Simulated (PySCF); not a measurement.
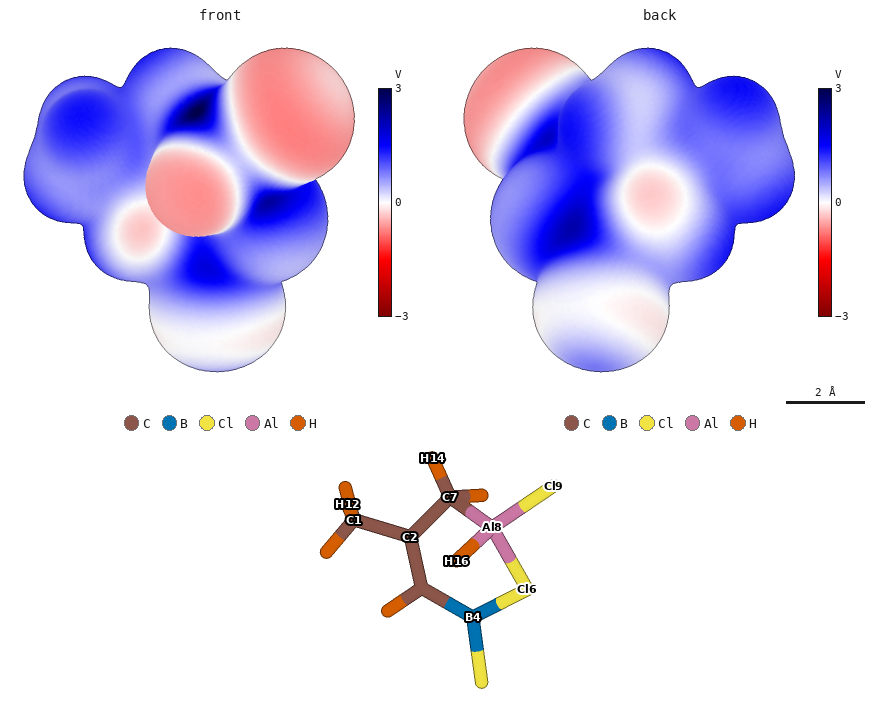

Figure 1: C4H7AlBCl3. The molecular electrostatic potential painted on the density surface at 0.004 e/bohr³, seen from the front and from behind; the colour scale runs from red (negative) to blue (positive). The bare structure is drawn below in the same view.

Geometry: GFN2-xTB.

Level of theory: PBE0/pcSseg-1, SCF density, gas phase, non-relativistic in PySCF 2.14.0.

```xyz
16

C    -1.9801   -0.7640    0.2227
C    -0.5654   -0.4850   -0.1740
C     0.4420   -1.3000    0.2918
B     1.9079   -1.0269    0.3242
Cl    3.0735   -2.1336    0.9531
Cl    2.5603    0.5636   -0.1195
C    -0.3569    0.6813   -1.0095
Al    0.8442    1.9726    0.1006
Cl    1.4397    3.7420   -0.6965
H    -2.0532   -1.6006    0.9116
H    -2.5826   -0.9794   -0.6597
H    -2.4001    0.1222    0.6971
H     0.1074   -2.2014    0.7936
H    -1.3005    1.0585   -1.4046
H     0.3127    0.4737   -1.8559
H     0.5435    1.8861    1.6135
```

Question: Which sites attract a positive test charge, and which a negative one?

Answer: A positive charge is drawn to the negative regions and a negative charge to the positive ones. The most negative region (about −0.7 V) lies over Cl9, the most positive (about +2.4 V) over Al8. Cl5 shows a σ-hole: about +0.8 V at the tip opposite its bond, against about 0.0 V on its flanks.

Question: What dipole moment does the calculation give?

Answer: Its dipole moment is 3.01 D.
